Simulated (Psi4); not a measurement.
# doublet CH2FNOSi+: levels of theory compared

Aim: a comparison of 4 runs (UHF/cc-pVDZ, U-wB97X-V/cc-pVDZ, UDSD-PBEP86/cc-pVDZ, UMP2/cc-pVDZ) of doublet CH2FNOSi+. 

The results are computed with Psi4 1.11.

### Step 1. The structure to begin with

CH2FNOSi+ has 7 atoms, charge +1, and is taken as a doublet. As SMILES of the parent species, `O=C=N[SiH2]F`. The coordinates come from a PBE0-D4/def2-TZVP relaxation. This is one conformer, not always the lowest. That shape belongs to the parent species and isn't relaxed for this state.

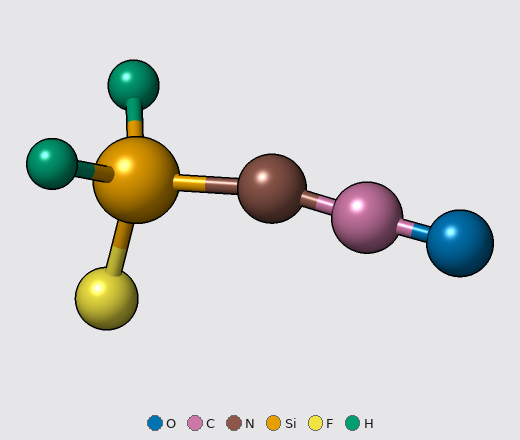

Viewed from a chosen angle; oxygen blue, carbon pink, nitrogen brown, silicon amber, fluorine yellow, hydrogen teal.

### Step 2. Energy and forces at UHF/cc-pVDZ (run 1)

Contents of input.dat:

```
memory 2.2 GB

molecule mol {
  1 2
  O     -0.573800    -2.908000    -0.552000
  C     -0.306900    -1.816900    -0.256100
  N     -0.019000    -0.706200     0.076100
  Si     0.212100     0.968300     0.188900
  F     -0.420200     1.671000    -1.091000
  H     -0.490300     1.470300     1.384800
  H      1.659300     1.253600     0.203700
  symmetry c1
  no_reorient
  no_com
}

set {
  basis         cc-pVDZ
  reference     uhf
  puream        true
  e_convergence 1e-09
  d_convergence 1e-08
  scf_type      pk
  maxiter       100
}

E, wfn = gradient("hf", return_wfn=True)
oeprop(wfn, "QUADRUPOLE", "MULLIKEN_CHARGES", "DIPOLE")
```

Command:

```bash
$ psi4 -i input.dat -o output.dat -n 1
```

output.dat:

```text
[...]
  Running in c1 symmetry.
[...]
  Nuclear repulsion =  204.922898825379804
[...]
  Multiplicity = 2
[...]
  Nalpha       = 23
  Nbeta        = 22
[...]
    Number of basis functions: 84
[...]
   @UHF iter   1:  -556.27721872067207   -5.09602e-01   6.02787e-03 ADIIS/DIIS
[...]
   @UHF iter  27:  -556.45325550916448   -1.48930e-11   7.98649e-09 DIIS
[...]
   @S^2 Observed:                9.109150296E-01
[...]
    Orbital Energies [Eh]
    ---------------------
    Alpha Occupied:
       1A    -69.079111     2A    -26.479064     3A    -21.003722
       4A    -15.955864     5A    -11.711003     6A     -6.422575
       7A     -4.530942     8A     -4.528884     9A     -4.526751
      10A     -1.841205    11A     -1.779824    12A     -1.624408
      13A     -1.159232    14A     -1.072631    15A     -1.026107
      16A     -0.984777    17A     -0.927596    18A     -0.893370
      19A     -0.862455    20A     -0.847570    21A     -0.809108
      22A     -0.784969    23A     -0.690980
    Alpha Virtual:
      24A     -0.091458    25A     -0.084051    26A     -0.036345
[...]
  @UHF Final Energy:  -556.45325550916448
   => Energetics <=
    Nuclear Repulsion Energy =            204.9228988253798036
    One-Electron Energy =               -1165.0333033730425996
    Two-Electron Energy =                 403.6571490384983463
    Total Energy =                       -556.4532555091644781
  UHF NO Occupations:
  HONO-2 :   21  A 1.9973530
  HONO-1 :   22  A 1.9242375
[...]
  -Total Gradient:
     Atom            X                  Y                   Z
    ------   -----------------  -----------------  -----------------
       1       -0.005390387068    -0.021757456701    -0.006017411593
       2        0.010286344277     0.041899878038     0.011246767376
       3        0.005768599275     0.050825896157     0.001399910894
       4       -0.022177372446    -0.099080036510    -0.022453645743
       5        0.007779045841     0.004617625758     0.013336275664
       6        0.001886451725     0.011705492850     0.001230075474
       7        0.001847318397     0.011788600410     0.001258027929
[...]
 Multipole Moments:
 ------------------------------------------------------------------------------------
     Multipole            Electronic (a.u.)      Nuclear  (a.u.)        Total (a.u.)
 ------------------------------------------------------------------------------------
 L = 1.  Multiply by 2.5417464519 to convert [e a0] to [Debye]
 Dipole X            :         11.7928357          -11.7317977            0.0610380
 Dipole Y            :         13.0107468          -14.7203996           -1.7096528
 Dipole Z            :         21.1724392          -20.7979478            0.3744914
 Magnitude           :                                                    1.7512516
 L = 2.  Multiply by 1.3450342976 to convert [e a0^2] to [Debye ang]
 Quadrupole XX       :        -52.1653839           30.0477139          -22.1176700
 Quadrupole XY       :        -49.9149700           52.5072948            2.5923248
[...]
  Mulliken Charges: (a.u.)
   Center  Symbol    Alpha    Beta     Spin     Total
       1     O     4.31163  3.60585  0.70577  0.08252
       2     C     2.41957  2.97421 -0.55464  0.60622
       3     N     4.03358  3.18941  0.84417 -0.22299
       4    SI     6.48105  6.57235 -0.09130  0.94660
       5     F     4.69219  4.69504 -0.00286 -0.38723
       6     H     0.53088  0.48180  0.04909 -0.01268
       7     H     0.53110  0.48133  0.04977 -0.01243
   Total alpha = 23.00000, Total beta = 22.00000, Total charge =  1.00000
    Psi4 run time: 0:00:13.39
```

Wall time 14 s (1 thread of Intel Xeon 6975P-C (Granite Rapids), shared host); peak memory 0.36 GiB.

### Step 3. A single-point energy at U-wB97X-V/cc-pVDZ (run 2)

Contents of calc.in:

```
memory 2.2 GB

molecule {
  1 2
  O     -0.573800    -2.908000    -0.552000
  C     -0.306900    -1.816900    -0.256100
  N     -0.019000    -0.706200     0.076100
  Si     0.212100     0.968300     0.188900
  F     -0.420200     1.671000    -1.091000
  H     -0.490300     1.470300     1.384800
  H      1.659300     1.253600     0.203700
  units angstrom
  symmetry c1
}

set {
  basis                cc-pVDZ
  reference            uks
  puream               true
  e_convergence        1e-09
  d_convergence        1e-08
  scf_type             pk
  dft_radial_points    99
  dft_spherical_points 590
  maxiter              100
}

energy_value, wavefunction = energy("wb97x-v", return_wfn=True)
```

Command:

```bash
$ psi4 -n 1 calc.in calc.out
```

calc.out:

```text
[...]
  Running in c1 symmetry.
[...]
  Nuclear repulsion =  204.922898825379804
[...]
  Multiplicity = 2
[...]
  Nalpha       = 23
  Nbeta        = 22
[...]
    Number of basis functions: 84
[...]
   @UKS iter   1:  -558.02754322411693   -2.89524e-01   6.62906e-03 DIIS/ADIIS
[...]
   @UKS iter  21:  -558.17027434331339   -3.10365e-11   5.15353e-09 DIIS
[...]
   @S^2 Observed:                7.718558942E-01
[...]
    Orbital Energies [Eh]
    ---------------------
    Alpha Occupied:
       1A    -66.462016     2A    -24.971282     3A    -19.597145
       4A    -14.770341     5A    -10.721684     6A     -5.697819
       7A     -4.050655     8A     -4.047832     9A     -4.045187
      10A     -1.545507    11A     -1.522129    12A     -1.393372
      13A     -1.038912    14A     -0.907171    15A     -0.891112
      16A     -0.872545    17A     -0.847778    18A     -0.782630
      19A     -0.779137    20A     -0.737820    21A     -0.729747
      22A     -0.706018    23A     -0.672444
    Alpha Virtual:
      24A     -0.151413    25A     -0.145609    26A     -0.086261
[...]
  @UKS Final Energy:  -558.17027434331339
   => Energetics <=
    Nuclear Repulsion Energy =            204.9228988253798036
    One-Electron Energy =               -1165.6688774011740861
    Two-Electron Energy =                 440.7035804243145662
    DFT Exchange-Correlation Energy =     -38.3141734552407414
    Empirical Dispersion Energy =           0.0000000000000000
    VV10 Nonlocal Energy =                  0.1862972634071620
    Total Energy =                       -558.1702743433133946
[...]
 Multipole Moments:
 ------------------------------------------------------------------------------------
     Multipole            Electronic (a.u.)      Nuclear  (a.u.)        Total (a.u.)
 ------------------------------------------------------------------------------------
 L = 1.  Multiply by 2.5417464519 to convert [e a0] to [Debye]
 Dipole X            :         -1.1246986            1.6411834            0.5164849
 Dipole Y            :         -1.5928978            1.1609442           -0.4319536
 Dipole Z            :         -1.7613594            2.7787097            1.0173503
 Magnitude           :                                                    1.2199763
[...]
```

It took 2.5 min on 1 thread of Intel Xeon 6975P-C (Granite Rapids), shared host; peak memory 1.2 GiB.

Run 3 isn't shown in full; the table further down has it.

### Step 4. The energy at UMP2/cc-pVDZ (run 4)

Contents of calc.inp:

```
memory 2200 mb

molecule molecule1 {
  1 2
  O     -0.573800    -2.908000    -0.552000
  C     -0.306900    -1.816900    -0.256100
  N     -0.019000    -0.706200     0.076100
  Si     0.212100     0.968300     0.188900
  F     -0.420200     1.671000    -1.091000
  H     -0.490300     1.470300     1.384800
  H      1.659300     1.253600     0.203700
  symmetry c1
  no_reorient
  no_com
}

set {
  reference uhf
  puream true
  e_convergence 1e-09
  d_convergence 1e-08
  scf_type pk
  num_frozen_docc 9
  mp2_type conv
  maxiter 100
}

E = energy('mp2/cc-pVDZ')
```

Command:

```bash
$ psi4 -n 1 calc.inp calc.out
```

calc.out:

```text
[...]
  Running in c1 symmetry.
[...]
  Nuclear repulsion =  204.922898825379804
[...]
  Multiplicity = 2
[...]
  Nalpha       = 23
  Nbeta        = 22
[...]
    Number of basis functions: 84
[...]
   @UHF iter   1:  -556.27721872067207   -5.09602e-01   6.02787e-03 DIIS/ADIIS
[...]
   @UHF iter  27:  -556.45325550916448   -1.48930e-11   7.98649e-09 DIIS
[...]
   @S^2 Observed:                9.109150296E-01
[...]
    Orbital Energies [Eh]
    ---------------------
    Alpha Occupied:
       1A    -69.079111     2A    -26.479064     3A    -21.003722
       4A    -15.955864     5A    -11.711003     6A     -6.422575
       7A     -4.530942     8A     -4.528884     9A     -4.526751
      10A     -1.841205    11A     -1.779824    12A     -1.624408
      13A     -1.159232    14A     -1.072631    15A     -1.026107
      16A     -0.984777    17A     -0.927596    18A     -0.893370
      19A     -0.862455    20A     -0.847570    21A     -0.809108
      22A     -0.784969    23A     -0.690980
    Alpha Virtual:
      24A     -0.091458    25A     -0.084051    26A     -0.036345
[...]
  @UHF Final Energy:  -556.45325550916448
   => Energetics <=
    Nuclear Repulsion Energy =            204.9228988253798036
    One-Electron Energy =               -1165.0333033730425996
    Two-Electron Energy =                 403.6571490384983463
    Total Energy =                       -556.4532555091644781
  UHF NO Occupations:
  HONO-2 :   21  A 1.9973530
  HONO-1 :   22  A 1.9242375
[...]
 Multipole Moments:
 ------------------------------------------------------------------------------------
     Multipole            Electronic (a.u.)      Nuclear  (a.u.)        Total (a.u.)
 ------------------------------------------------------------------------------------
 L = 1.  Multiply by 2.5417464519 to convert [e a0] to [Debye]
 Dipole X            :         11.7928357          -11.7317977            0.0610380
 Dipole Y            :         13.0107468          -14.7203996           -1.7096528
 Dipole Z            :         21.1724392          -20.7979478            0.3744914
 Magnitude           :                                                    1.7512516
[...]
	SCS-MP2 Total Energy (a.u.)        :  -557.11414402835589
	SOS-MP2 Total Energy (a.u.)        :  -557.05411451209511
	SCSN-MP2 Total Energy (a.u.)       :  -556.77021135502105
[...]
	SOS-PI-MP2 Total Energy (a.u.)     :  -557.15425767925024
[...]
	MP2 Total Energy (a.u.)            :  -557.13405989372222
[...]
```

It took 9.6 s on 1 thread of Intel Xeon 6975P-C (Granite Rapids), shared host; peak memory 0.42 GiB.

### Step 5. All runs side by side

```csv
run,level,task,integration grid,energy (Eh),HOMO energy (eV),LUMO energy (eV),⟨S²⟩,wall time
1,UHF/cc-pVDZ,gradient,–,-556.453256,-18.75,-8.44,0.911,14 s
2,U-wB97X-V/cc-pVDZ,energy,99 radial × 590 angular,-558.170274,-18.03,-11.44,0.772,2.5 min
3,UDSD-PBEP86/cc-pVDZ (density fitting for correlation),energy,99 radial × 590 angular,-557.534299,-17.64,-10.75,0.837,24 s
4,UMP2/cc-pVDZ,energy,–,-557.134060,-18.75,-8.44,0.911,9.6 s
```

### Step 6. What came out

| quantity | value |
| --- | --- |
| run 4: total energy | -557.13406 Eh |
| run 4: HOMO energy (Hartree–Fock orbitals) (highest over α and β) | -18.75 eV |
| run 4: LUMO energy (Hartree–Fock orbitals) (lowest over α and β) | -8.44 eV |
| run 4: correlation energy (9 core orbitals frozen) | -680.8 mEh |
| run 4: ⟨S²⟩ of the reference determinant | 0.911 |

In words: Totals of different functionals can't be ranked against each other. Spin contamination of the reference: run 1 ⟨S²⟩ = 0.91, run 4 ⟨S²⟩ = 0.91. All runs together took 3.3 min, the longest 2.5 min.
